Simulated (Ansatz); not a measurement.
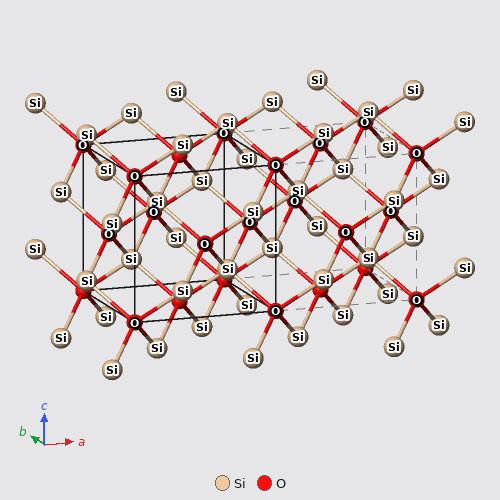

The compound is SiO (space group F-43m, No. 216), taken as coordinates from a relaxation with Ansatz, DFT PBE, scalar-relativistic, plane waves, PAW; the starting structure was generated, so it need not be a known form of this composition.

Bonds are taken as O–Si below 2.4 Å; no other contact counts. Atoms with one bond or none are removed and atoms with two bonds are replaced by edges, until no such atom is left.

**What kind of net remains, and which atoms are its nodes?**

A uninodal 4-connected, three-periodic net: Si and O are 4-connected nodes.

**Does the net have a name?**

It is the dia net, known from diamond, zinc blende and cristobalite.

**Is the net interpenetrated?**

It is a single net, without interpenetration.

**How many nodes does the smallest cycle have?**

Six.
